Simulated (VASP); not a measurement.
Band structure of Tb (hcp). Computed with vdW-DF-cx, VASP's PBE PAW potentials (set 64) (plane waves; VASP).

The 4f electrons are frozen in the core of the lanthanide potential, so 4f levels, which can set the real gap, and their magnetism are missing.

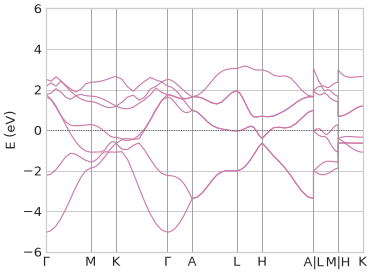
Bands along high-symmetry lines, zero at the valence-band maximum or, without a gap, the Fermi level

Problem. Read the plot: is there a gap, and where are the band edges?

Solution. It has no gap at this level: it comes out as a metal or semimetal. (Edges off the drawn lines would not show.)

The compound is Tb in the hcp structure. It was relaxed first.
